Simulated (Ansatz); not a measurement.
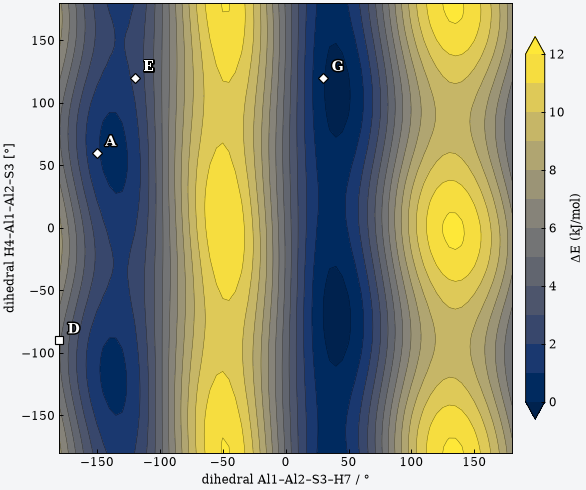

Al2H5S, SMILES [AlH2][AlH][SH2+], charge +1. First axis: dihedral Al1–Al2–S3–H7. Second axis: dihedral H4–Al1–Al2–S3. Nothing is relaxed (all other coordinates rigid). The grid has 12 × 12 points. Points are written as (first, second). All energies are given in kJ/mol relative to the lowest grid point. The calculation used RKS PBE-D4/def2-TZVP (Ansatz 0.2.0).

Drawn: filled contours, one colour for all values above the top of the scale, lettered points. Between grid points the surface is interpolated.

> What kind of point is each of A, D, G: minimum, saddle, maximum or slope?

A: minimum; D: on a slope; G: minimum. (In these two coordinates alone; a stationary point may lie a little off the grid point.)

> Rank the lettered points by energy, lowest first.

G (0.06 kJ/mol), A (1.1 kJ/mol), E (2.2 kJ/mol), D (5.2 kJ/mol).
